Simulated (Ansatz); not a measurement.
# BeHg2 (built on the sites of a database entry of CaHg2): following an unstable mode, part 2 of 3

Wanted: the energy along a soft mode of BeHg2 (built on the sites of a database entry of CaHg2) and the structure at the end.

Ansatz 0.2.0; DFT LDA, scalar-relativistic, plane waves, norm-conserving pseudopotentials.

So far. Step 4 (The mode frozen in, largest atomic shift 0.6 Å): The run ends at a pressure of -0.32 GPa, with forces up to 0.23 eV/Å. Step 5 (Energy along the mode, all amplitudes (two of the runs …): The lowest of the steps tried is the last one, at 0.6 Å, 25.1 meV/atom below the parent; the bottom of the well need not coincide with a step.

The structure was built from a prototype and need not be the compound's stable phase.

### 6. Relaxation from the frozen mode

Starting from the lowest point found, all atoms and the cell are let go, so that strain and other modes of the same symmetry can join in.

The input, input.yaml:

```yaml
crystal:
  lattice:
    - [4.5874008262, 0.0, 0.0]
    - [2.2937004131, 3.9728056528, 0.0]
    - [0.0, 0.0, 6.4221099616]
  atoms:
    - { symbol: Be, position: [-0.0213470117, -0.1188063862, 0.5] }
    - { symbol: Be, position: [0.0213470117, 0.1188063862, 0.0] }
    - { symbol: Hg, position: [0.3163932184, 0.2390534469, 0.4999937127] }
    - { symbol: Hg, position: [0.3502734483, 0.4276132197, 0.9999937127] }
    - { symbol: Hg, position: [0.6836067816, 0.7609465531, 6.2873e-06] }
    - { symbol: Hg, position: [0.6497265517, 0.5723867803, 0.5000062873] }
kpoints:
  mp_grid: { grid: [9, 9, 6] }
hamiltonian:
  xc: lda
  pseudopotentials: { kind: nc }
scf:
  occupations: { method: methfessel_paxton, width: 0.2 }
output:
  forces: true
  stress: true
  eigenvalues: true
relax:
  adjacent_minimum: "off"
  f_tol: 0.002
  max_steps: 120
  cell: { stress_tol: 0.03 }
```

On the command line:

```bash
$ ansatz run input.yaml --threads 8 --pin off --max-ram 14336MiB --backend cpu --events-out ev --progress --plain --runs-dir out
```

Numbers of over 12 decimals in the logs are rounded to 6 here.

Output:

```text
[...]
Crystal: 6 atoms, lattice volume = 117.042 Å³
Basis set: ecut = 1197.300995 eV, 10987 PW (Γ)
Bands: 53, of which v1, the nominal top of the filled ones, is band 44 counted from 1 (43 counted from 0)
Symmetry: 4 space group operations
[...]
k-points: 164 of 486
[...]
SCF iter   1: F=—  HF=-18898.550637 eV  |F-HF|=—  |Δ(HF+E_count)|=         —  Δρ=5.21e-2  dr2=5.10e0  ethr=3.10e-3  ⟨swp⟩=9.2  Hψ=39496  notcnv=0
[...]
SCF iter   8: F=-18896.952926 eV  HF=-18896.952926 eV  |F-HF|=1.86e-8  |Δ(HF+E_count)|=   5.07e-8  S|Δr|=    0.00e0  Δρ=6.14e-6  dr2=4.86e-8  ethr=1.14e-10  ⟨swp⟩=15.0  Hψ=52462  notcnv=0
SCF 1 converged in 8 iterations: F = -18896.952926 eV  dr2 = 4.86e-8
relax step   1: F+E_penalty+E_count = -18896.95292630 eV  Δ(F+E_penalty+E_count) = +0.000e0 eV  max|allowed force component| = 1.725e-1 eV/Å  Δτ_max = 0.0000 Å  P = -0.319 GPa  Ω = 117.042 Å³  (8 SCF iters, dr2 threshold 1.00e-7 eV, accepted)
Crystal: 6 atoms, lattice volume = 111.966 Å³
Basis set: ecut = 1197.300995 eV, 10493 PW (Γ)
[...]
SCF iter   6: F=-18897.091398 eV  HF=-18897.091399 eV  |F-HF|=1.04e-7  |Δ(HF+E_count)|=   3.68e-7  S|Δr|=    0.00e0  Δρ=1.49e-5  dr2=3.00e-7  ethr=6.82e-10  ⟨swp⟩=9.2  Hψ=49512  notcnv=0
SCF 2 converged in 6 iterations: F = -18897.091398 eV  dr2 = 3.00e-7
relax step   2: F+E_penalty+E_count = -18897.09139847 eV  Δ(F+E_penalty+E_count) = -1.385e-1 eV  max|allowed force component| = 1.425e-1 eV/Å  Δτ_max = 0.0901 Å  P = +0.217 GPa  Ω = 111.966 Å³  energy of the carried Pulay correction = +2.977e-4 eV  (6 SCF iters, dr2 threshold 6.00e-7 eV, accepted)
Crystal: 6 atoms, lattice volume = 108.944 Å³
Basis set: ecut = 1197.300995 eV, 10175 PW (Γ)
[...]
SCF iter   7: F=-18897.198940 eV  HF=-18897.198940 eV  |F-HF|=2.34e-7  |Δ(HF+E_count)|=   1.22e-6  S|Δr|=    0.00e0  Δρ=2.93e-5  dr2=3.37e-7  ethr=6.82e-10  ⟨swp⟩=7.2  Hψ=54979  notcnv=0
SCF 3 converged in 7 iterations: F = -18897.198940 eV  dr2 = 3.37e-7
relax step   3: F+E_penalty+E_count = -18897.19893999 eV  Δ(F+E_penalty+E_count) = -1.075e-1 eV  max|allowed force component| = 6.397e-2 eV/Å  Δτ_max = 0.1950 Å  P = -0.493 GPa  Ω = 108.944 Å³  energy of the carried Pulay correction = +4.813e-4 eV  (7 SCF iters, dr2 threshold 6.00e-7 eV, accepted)
[... from here on, the SCF cycles and remarks between the steps are left out ...]
relax step   4: F+E_penalty+E_count = -18897.20828404 eV  Δ(F+E_penalty+E_count) = -9.344e-3 eV  max|allowed force component| = 9.880e-2 eV/Å  Δτ_max = 0.1906 Å  P = +1.763 GPa  Ω = 105.153 Å³  energy of the carried Pulay correction = +7.187e-4 eV  (8 SCF iters, dr2 threshold 6.00e-7 eV, accepted)
relax step   5: F+E_penalty+E_count = -18897.22088722 eV  Δ(F+E_penalty+E_count) = -1.260e-2 eV  max|allowed force component| = 1.519e-2 eV/Å  Δτ_max = 0.0456 Å  P = -0.375 GPa  Ω = 108.098 Å³  energy of the carried Pulay correction = +5.336e-4 eV  (6 SCF iters, dr2 threshold 6.00e-7 eV, accepted)
relax step   6: F+E_penalty+E_count = -18897.22213969 eV  Δ(F+E_penalty+E_count) = -1.252e-3 eV  max|allowed force component| = 3.573e-3 eV/Å  Δτ_max = 0.0132 Å  P = -0.009 GPa  Ω = 107.420 Å³  energy of the carried Pulay correction = +5.757e-4 eV  (5 SCF iters, dr2 threshold 4.44e-7 eV, accepted)
relax step   7: F+E_penalty+E_count = -18897.22217301 eV  Δ(F+E_penalty+E_count) = -3.332e-5 eV  max|allowed force component| = 7.051e-4 eV/Å  Δτ_max = 0.0038 Å  P = +0.000 GPa  Ω = 107.397 Å³  energy of the carried Pulay correction = +5.771e-4 eV  (7 SCF iters, dr2 threshold 4.38e-9 eV, accepted)
relax step   8: F+E_penalty+E_count = -18897.22218726 eV  Δ(F+E_penalty+E_count) = -1.425e-5 eV  max|allowed force component| = 2.339e-3 eV/Å  Δτ_max = 0.0023 Å  P = +0.005 GPa  Ω = 107.378 Å³  energy of the carried Pulay correction = +5.783e-4 eV  (8 SCF iters, accepted)
relax step   9: F+E_penalty+E_count = -18897.22219778 eV  Δ(F+E_penalty+E_count) = -1.052e-5 eV  max|allowed force component| = 5.828e-3 eV/Å  Δτ_max = 0.0016 Å  P = -0.012 GPa  Ω = 107.390 Å³  energy of the carried Pulay correction = +5.776e-4 eV  (6 SCF iters, dr2 threshold 3.42e-10 eV, accepted)
relax step  10: F+E_penalty+E_count = -18897.22234174 eV  Δ(F+E_penalty+E_count) = -1.440e-4 eV  max|allowed force component| = 5.964e-4 eV/Å  Δτ_max = 0.0038 Å  P = -0.010 GPa  Ω = 107.278 Å³  energy of the carried Pulay correction = +5.846e-4 eV  (5 SCF iters, dr2 threshold 7.40e-9 eV, accepted)
relax step  11: F+E_penalty+E_count = -18897.22271440 eV  Δ(F+E_penalty+E_count) = -3.727e-4 eV  max|allowed force component| = 1.486e-2 eV/Å  Δτ_max = 0.0068 Å  P = +0.005 GPa  Ω = 107.153 Å³  energy of the carried Pulay correction = +5.924e-4 eV  (6 SCF iters, dr2 threshold 6.38e-9 eV, accepted)
relax step  12: F+E_penalty+E_count = -18897.22396237 eV  Δ(F+E_penalty+E_count) = -1.248e-3 eV  max|allowed force component| = 4.082e-2 eV/Å  Δτ_max = 0.0123 Å  P = +0.039 GPa  Ω = 106.886 Å³  energy of the carried Pulay correction = +6.091e-4 eV  (5 SCF iters, dr2 threshold 1.09e-7 eV, accepted)
relax step  13: F+E_penalty+E_count = -18897.19068513 eV  Δ(F+E_penalty+E_count) = +3.328e-2 eV  max|allowed force component| = 2.692e-1 eV/Å  Δτ_max = 0.0709 Å  P = +0.603 GPa  Ω = 104.881 Å³  energy of the carried Pulay correction = +7.360e-4 eV  (6 SCF iters, dr2 threshold 3.87e-7 eV, rejected (line search))
relax step  14: F+E_penalty+E_count = -18897.20742649 eV  Δ(F+E_penalty+E_count) = +1.654e-2 eV  max|allowed force component| = 2.571e-1 eV/Å  Δτ_max = 0.0954 Å  P = -0.232 GPa  Ω = 105.949 Å³  energy of the carried Pulay correction = +6.681e-4 eV  (10 SCF iters, rejected (line search))
relax step  15: F+E_penalty+E_count = -18897.22518330 eV  Δ(F+E_penalty+E_count) = -1.221e-3 eV  max|allowed force component| = 1.166e-2 eV/Å  Δτ_max = 0.0242 Å  P = -0.069 GPa  Ω = 106.715 Å³  energy of the carried Pulay correction = +6.199e-4 eV  (11 SCF iters, accepted)
relax step  16: F+E_penalty+E_count = -18897.22523371 eV  Δ(F+E_penalty+E_count) = -5.041e-5 eV  max|allowed force component| = 8.298e-3 eV/Å  Δτ_max = 0.0080 Å  P = +0.010 GPa  Ω = 106.564 Å³  energy of the carried Pulay correction = +6.293e-4 eV  (6 SCF iters, dr2 threshold 1.94e-8 eV, accepted)
relax step  17: F+E_penalty+E_count = -18897.22527783 eV  Δ(F+E_penalty+E_count) = -4.412e-5 eV  max|allowed force component| = 8.712e-4 eV/Å  Δτ_max = 0.0043 Å  P = +0.001 GPa  Ω = 106.596 Å³  energy of the carried Pulay correction = +6.274e-4 eV  (6 SCF iters, dr2 threshold 4.30e-9 eV, accepted)
[...]
SCF iter   6: F=-18897.225006 eV  HF=-18897.225006 eV  |F-HF|=3.64e-12  |Δ(HF+E_count)|=  7.28e-12  S|Δr|=    0.00e0  Δρ=7.88e-8  dr2=4.66e-12  ethr=1.00e-12  ⟨swp⟩=7.0  Hψ=44449  notcnv=0
SCF 18 converged in 6 iterations: F = -18897.225006 eV  dr2 = 4.66e-12
relax step  18: F+E_penalty+E_count = -18897.22500642 eV  Δ(F+E_penalty+E_count) = +2.714e-4 eV  max|allowed force component| = 8.564e-4 eV/Å  Δτ_max = 0.0000 Å  P = +0.005 GPa  Ω = 106.596 Å³  stress off target by 1.86e-2 GPa  SCF on the basis re-selected at this cell (its energy is not comparable with the rows above)  (6 SCF iters)
basis re-selected at this cell: Δ(F+E_penalty+E_count) = +2.714e-4 eV, ΔP = +0.004 GPa vs the last step (what re-selecting the basis moved, of the pressure what is left beyond the Pulay correction that the steps carried, after the strain that the cell walked since its last selection, with what the two solves' SCF thresholds leave and, on support functions, any second-order correction that the steps lacked; it is no measure of the basis error at this ecutwfc). The dense FFT grid was sized anew with the basis: this SCF ran on 54×54×72 points, the steps before it on 54×54×75, so part of this shift can come from that change (see relax.cell in the input reference). [rest of the remark cut]
SCF converged after 6 iterations
[...]
Free energy (F): -18897.225006 eV
[...]
Internal energy: -18897.226957 eV  (E = F + TS)
E sigma→0 (E₀):  -18897.225494 eV
Entropy (-TS):   0.001951 eV (0.325 meV/atom)
Fermi energy:    14.992654 eV
[...]
--- Forces (eV/Å), atoms counted from 1 ---
  atom   1  Be    -0.00005840    -0.00032472     0.00000000
  atom   2  Be     0.00005840     0.00032472    -0.00000000
  atom   3  Hg    -0.00085640     0.00028965    -0.00000000
  atom   4  Hg    -0.00058082     0.00019742    -0.00000000
  atom   5  Hg     0.00085640    -0.00028965     0.00000000
  atom   6  Hg     0.00058082    -0.00019742     0.00000000
  max |Σ_I F_I| component: 2.17e-19 eV/Å
--- Stress (GPa, compression-positive) ---
        0.013903       0.007600      -0.000000
        0.007600       0.006126       0.000000
       -0.000000       0.000000      -0.003938
  P = ⅓ Tr σ = 0.0054 GPa (0.054 kbar)
--- Band table (eV; the first three rows and the last of 164) ---
  k-point 0: bands = [... 40 lower, 11.0590, 15.2213, 15.7843, 16.3192, 16.4075, 16.4974, 16.6031, 18.6619, ... 5 higher]
  k-point 1: bands = [... 40 lower, 12.6950, 15.3667, 15.8813, 16.3907, 16.5862, 16.5863, 16.7048, 18.1969, ... 5 higher]
  k-point 2: bands = [... 40 lower, 14.7396, 15.7763, 16.1740, 16.5703, 16.8467, 16.9960, 17.0876, 17.4222, ... 5 higher]
  k-point 163: bands = [... 40 lower, 9.4931, 9.4931, 12.8444, 12.8444, 17.1141, 17.1141, 18.4055, 18.4055, ... 5 higher]
--- Relaxed structure (17 steps of the walk, 15 accepted, 1 SCFs on fresh bases) ---
  F+E_penalty+E_count = -18897.22500642 eV   max|allowed force component| = 8.564e-4 eV/Å   (the final SCF, on the basis selected at the relaxed cell)
  cell:  # Å, volume = 106.5956 Å³
    - [4.705186, -0.102009, 0]
    - [2.264250, 3.922767, 0]
    - [0, 0, 5.703860]
  atoms:
    - { symbol: Be, position: [-4.184697883781452e-5, -0.193822, 0.500000] }
    - { symbol: Be, position: [4.184697883781452e-5, 0.193822, 0] }
    - { symbol: Hg, position: [0.323554, 0.139133, 0.5] }
    - { symbol: Hg, position: [0.323500, 0.537281, 1.000000] }
    - { symbol: Hg, position: [0.676446, 0.860867, 3.621065849512134e-17] }
    - { symbol: Hg, position: [0.676500, 0.462719, 0.500000] }
```

The job ended after 11 min (8 threads of Arm Neoverse V1, shared host; peak memory 3.1 GiB).

The steps of the relaxation:

| step | energy less that of the first step (eV) | largest force component (eV/Å) | pressure (GPa) | volume (Å³) |
| --- | --- | --- | --- | --- |
| 1 | 0.0000 | 0.1725 | -0.32 | 117.04 |
| 2 | -0.1385 | 0.1425 | 0.22 | 111.97 |
| 3 | -0.2460 | 0.0640 | -0.49 | 108.94 |
| 4 | -0.2554 | 0.0988 | 1.76 | 105.15 |
| 5 | -0.2680 | 0.0152 | -0.38 | 108.10 |
| 6 | -0.2692 | 0.0036 | -0.01 | 107.42 |
| 7 | -0.2692 | 0.0007 | 0.00 | 107.40 |
| 8 | -0.2693 | 0.0023 | 0.01 | 107.38 |
| 9 | -0.2693 | 0.0058 | -0.01 | 107.39 |
| 10 | -0.2694 | 0.0006 | -0.01 | 107.28 |
| 11 | -0.2698 | 0.0149 | 0.01 | 107.15 |
| 12 | -0.2710 | 0.0408 | 0.04 | 106.89 |
| 13 | -0.2378 | 0.2692 | 0.60 | 104.88 |
| 14 | -0.2545 | 0.2571 | -0.23 | 105.95 |
| 15 | -0.2723 | 0.0117 | -0.07 | 106.71 |
| 16 | -0.2723 | 0.0083 | 0.01 | 106.56 |
| 17 | -0.2724 | 0.0009 | 0.00 | 106.60 |
| 18* | -0.2721 | 0.0009 | 0.01 | 106.60 |

Relaxation steps marked * repeat the geometry before them on a plane-wave basis chosen anew for their cell, so energy and pressure can jump there. Relaxation steps 13, 14 were tried and not accepted.

The run keeps the 4 symmetry operations that it works with, so distortions that break them were not tested.

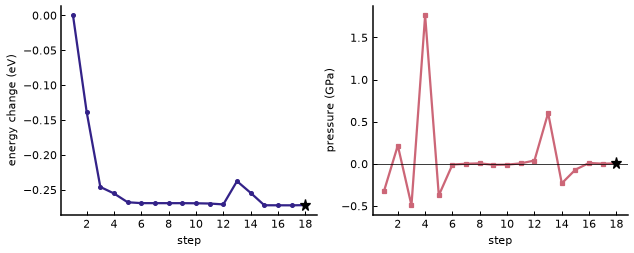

Energy and pressure along the relaxation. Stars mark steps on a basis chosen anew.

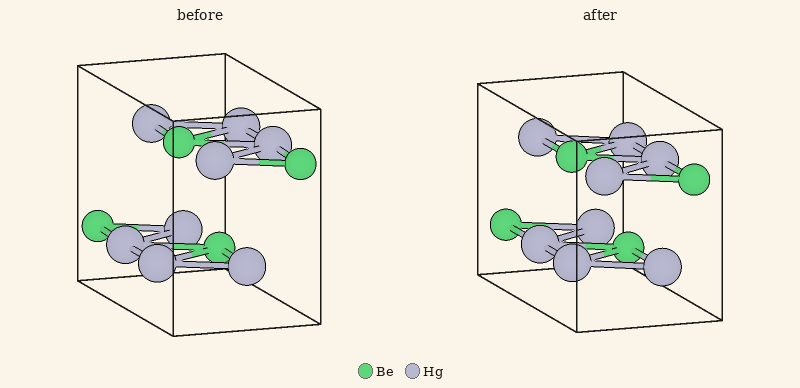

The structure before and after the relaxation, drawn at the same scale.

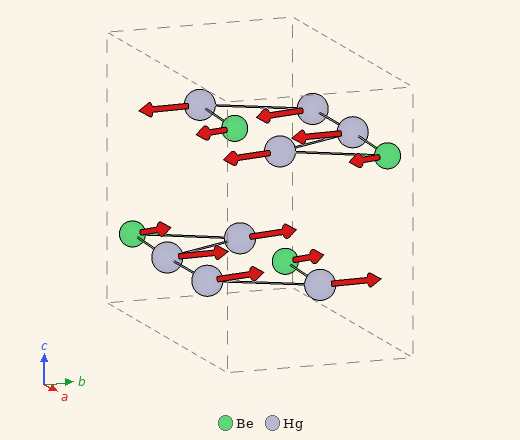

Displacements in the relaxation, exaggerated, measured against the changing cell; the longest in the cell stands for 0.45 Å.

| cell as run | before | after | change |
| --- | --- | --- | --- |
| a (Å) | 4.587 | 4.706 | +2.6 % |
| b (Å) | 4.587 | 4.529 | -1.3 % |
| c (Å) | 6.422 | 5.704 | -11.2 % |
| γ (°) | 60.00 | 61.25 | +2.1 % |
| volume (Å³/atom) | 19.51 | 17.77 | -8.9 % |

The atoms that moved most (Å, as changes of fractional coordinates times the final cell):

| atom | dx | dy | dz | length |
| --- | --- | --- | --- | --- |
| Hg4 | 0.122 | 0.433 | 0.000 | 0.450 |
| Hg6 | -0.122 | -0.433 | 0.000 | 0.450 |
| Hg5 | 0.193 | 0.393 | 0.000 | 0.437 |
| Hg3 | -0.193 | -0.393 | 0.000 | 0.437 |
| Be1 | -0.070 | -0.296 | 0.000 | 0.305 |
| Be2 | 0.070 | 0.296 | 0.000 | 0.305 |

This step gave:

* pressure: 0.005364 GPa
* volume per atom: 17.77 Å³

The distorted start has space group P2_1/m; the relaxation ends in Cmcm.

### 7. The new phase in its own primitive cell

The relaxed structure is symmetrised, reduced to its primitive cell and relaxed tightly, as its phonons need.

input.yaml, the sections that differ from step 6:

```yaml
crystal:
  lattice:
    - [4.1260581633, -2.2646707442, 0.0]
    - [4.1260581633, 2.2646707442, 0.0]
    - [0.0, 0.0, 5.7038600901]
  atoms:
    - { symbol: Be, position: [0.1938221408, 0.8061778592, 0.75] }
    - { symbol: Be, position: [0.8061778592, 0.1938221408, 0.25] }
    - { symbol: Hg, position: [0.8608667121, 0.4627287976, 0.75] }
    - { symbol: Hg, position: [0.4627287976, 0.8608667121, 0.25] }
    - { symbol: Hg, position: [0.1391332879, 0.5372712024, 0.25] }
    - { symbol: Hg, position: [0.5372712024, 0.1391332879, 0.75] }
kpoints:
  mp_grid: { grid: [10, 10, 6] }
relax:
  adjacent_minimum: "off"
  f_tol: 0.001
  max_steps: 60
  cell: { stress_tol: 0.01 }
# hamiltonian, scf, output: as in step 6
```

Output:

```text
[...]
Crystal: 6 atoms, lattice volume = 106.596 Å³
Basis set: ecut = 1197.300995 eV, 10015 PW (Γ)
Bands: 53, of which v1, the nominal top of the filled ones, is band 44 counted from 1 (43 counted from 0)
Symmetry: 8 space group operations
[...]
k-points: 124 of 600
[...]
cell:  # Å, volume = 107.2314 Å³
    - [4.023194, -2.318275, 0.0]
    - [4.023194, 2.318275, 0.0]
    - [0.0, 0.0, 5.748522]
  atoms:
    - { symbol: Be, position: [0.190593, 0.809407, 0.75] }
    - { symbol: Be, position: [0.809407, 0.190593, 0.25] }
    - { symbol: Hg, position: [0.863993, 0.467065, 0.75] }
    - { symbol: Hg, position: [0.467065, 0.863993, 0.25] }
    - { symbol: Hg, position: [0.136007, 0.532935, 0.25] }
    - { symbol: Hg, position: [0.532935, 0.136007, 0.75] }
[key lines of the parts left out:]
SCF converged after 5 iterations
Free energy (F): -18897.215378 eV
Fermi energy:    14.885611 eV
P = ⅓ Tr σ = -0.0000 GPa (-0.000 kbar)
```

It took 7.2 min on 8 threads; peak memory 2.4 GiB.

Relaxation path:

| step | energy less that of the first step (eV) | largest force component (eV/Å) | pressure (GPa) | volume (Å³) |
| --- | --- | --- | --- | --- |
| 1 | 0.0000 | 0.0055 | 0.10 | 106.60 |
| 2 | -0.0007 | 0.0252 | 0.00 | 106.56 |
| 3 | -0.0011 | 0.0105 | -0.03 | 106.56 |
| 4 | -0.0013 | 0.0033 | 0.00 | 106.48 |
| 5 | -0.0014 | 0.0030 | -0.02 | 106.54 |
| 6 | -0.0015 | 0.0018 | -0.03 | 106.65 |
| 7 | -0.0015 | 0.0003 | 0.00 | 106.63 |
| 8 | -0.0015 | 0.0011 | 0.00 | 106.65 |
| 9 | -0.0016 | 0.0025 | 0.03 | 106.78 |
| 10 | 0.0294 | 0.0267 | 0.84 | 107.72 |
| 11 | -0.0021 | 0.0093 | -0.04 | 107.02 |
| 12 | -0.0025 | 0.0139 | -0.02 | 107.17 |
| 13 | -0.0024 | 0.0067 | 0.02 | 107.35 |
| 14 | -0.0027 | 0.0012 | 0.00 | 107.19 |
| 15 | -0.0027 | 0.0032 | -0.01 | 107.26 |
| 16 | -0.0027 | 0.0006 | 0.00 | 107.21 |
| 17* | -0.0029 | 0.0006 | 0.01 | 107.21 |
| 18 | -0.0029 | 0.0000 | 0.00 | 107.23 |
| 19* | -0.0029 | 0.0000 | 0.00 | 107.23 |

Relaxation steps marked * repeat the geometry before them on a plane-wave basis chosen anew for their cell, so energy and pressure can jump there. Relaxation steps 10, 13, 15 were tried and not accepted.

Forces are held to the 8 operations that the run works with; a distortion that breaks them can't arise in this run.

| conventional cell, symmetrised | before | after | change |
| --- | --- | --- | --- |
| a (Å) | 8.252 | 8.046 | -2.5 % |
| b (Å) | 4.529 | 4.637 | +2.4 % |
| c (Å) | 5.704 | 5.749 | +0.8 % |
| volume (Å³/atom) | 17.77 | 17.87 | +0.6 % |

The atoms that moved most (Å, as changes of fractional coordinates times the final cell):

| atom | dx | dy | dz | length |
| --- | --- | --- | --- | --- |
| Hg3 | 0.030 | 0.003 | 0.000 | 0.030 |
| Hg4 | 0.030 | -0.003 | 0.000 | 0.030 |
| Hg5 | -0.030 | -0.003 | 0.000 | 0.030 |
| Hg6 | -0.030 | 0.003 | 0.000 | 0.030 |
| Be1 | 0.000 | 0.015 | 0.000 | 0.015 |
| Be2 | 0.000 | -0.015 | 0.000 | 0.015 |

This step gave:

- pressure: -1.12e-5 GPa
- volume per atom: 17.87 Å³

The largest force component left is 0.040 meV/Å and the pressure is 0.000 GPa, within the tolerances set. The cell now holds 17.87 Å³/atom.

[end of part 2 of 3]

[Logs are printed without paths, hosts, clocks, repeated set-up lines and the standing remarks that a program may print on its own settings, such as how far it seeks lower states.]

[Hosts, paths, dates, database ids (printed as entryN), source tags and the programs' standing remarks are cut or masked in the printed files.]
